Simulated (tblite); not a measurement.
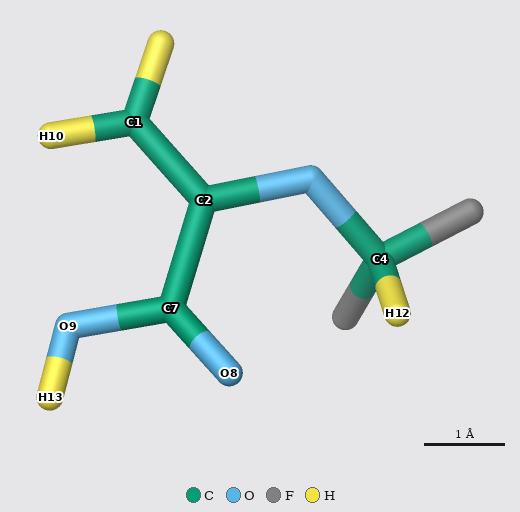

**Figure 1.** The structure as given in the input (stick view, seen at a tilt; atoms are numbered from 1 in the order of the input). Bond lengths as drawn: C–C 1.33 to 1.49 Å, C–F 1.34 to 1.35 Å, C–H 1.07 to 1.10 Å, C–O 1.21 to 1.38 Å and H–O 0.97 Å.

# C$_{4}$H$_{4}$F$_{2}$O$_{3}$: frequency calculation

System: C$_{4}$H$_{4}$F$_{2}$O$_{3}$, SMILES C=C(OC(F)F)C(=O)O.
Method: GFN2-xTB harmonic vibrations, gas phase (tblite 0.8.0).

It belongs to a series of runs on one base structure; here: H on C replaced by OCHF2.

**Output**
```
mode    cm-1     km/mol
  1      48.2      1.19
  2      63.4      5.38
  3      74.8      1.04
  4     160.5      0.96
  5     239.8      2.37
  6     322.3      0.31
  7     348.7      4.77
  8     379.6      2.40
  9     483.4     19.04
 10     538.0     18.13
 11     597.6     30.33
 12     620.7     28.74
 13     629.0    157.38
 14     697.3      4.25
 15     752.8     45.40
 16     794.8     46.24
 17     893.7     42.84
 18     928.1      4.13
 19    1004.2    228.21
 20    1081.4    272.10
 21    1119.0    273.64
 22    1132.5    342.99
 23    1194.7    150.74
 24    1257.4     41.83
 25    1263.8     20.86
 26    1292.6     52.22
 27    1350.3     17.28
 28    1659.4     43.81
 29    1767.2    505.41
 30    2908.6     20.83
 31    3132.5      3.02
 32    3180.5      1.21
 33    3430.5     58.16
```

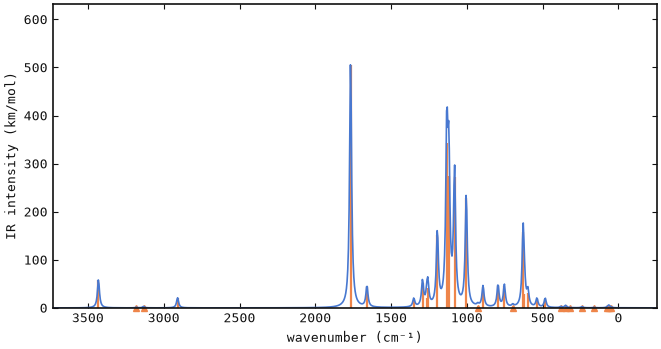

**Figure 2.** Harmonic infrared spectrum, unscaled: sticks (degenerate modes added up, dark ones marked on the axis) with a Lorentzian envelope of 16 cm⁻¹ full width, scaled to the tallest stick. 33 modes from 48 to 3430 cm⁻¹, none imaginary. The strongest line is at 1767 cm⁻¹ (505 km/mol).

The run was set up as follows.

**The input**
```
{"job": {"kind": "ir", "xc": "GFN2-xTB", "basis": "xTB"}, "charge": 0, "multiplicity": 1}
C     -0.784587     1.722821    -0.502315
C     -0.208446     0.616485    -0.040304
O      1.133381     0.640962     0.276829
C      1.848120    -0.519529     0.303226
F      3.141233    -0.164606     0.307989
F      1.651965    -1.241786    -0.824735
C     -0.983803    -0.625830     0.241111
O     -0.615753    -1.514898     0.966790
O     -2.162401    -0.638355    -0.379288
H     -1.836500     1.742687    -0.713755
H     -0.206175     2.615587    -0.656314
H      1.659510    -1.176909     1.167418
H     -2.640931    -1.456143    -0.164379
```

The first line tells a small driver script what to run in tblite; the rest is the geometry in Å.

Launch command:
```bash
OMP_NUM_THREADS=1 python <driver script> task.json out
```

**Results in brief**

| quantity | value |
| --- | --- |
| outcome | converged |
| total energy | −877.5708 eV |
| zero-point energy | 50.5320 kcal/mol |
| hardware | 1 CPU thread, shared host |
| peak memory | 0.18 GiB |
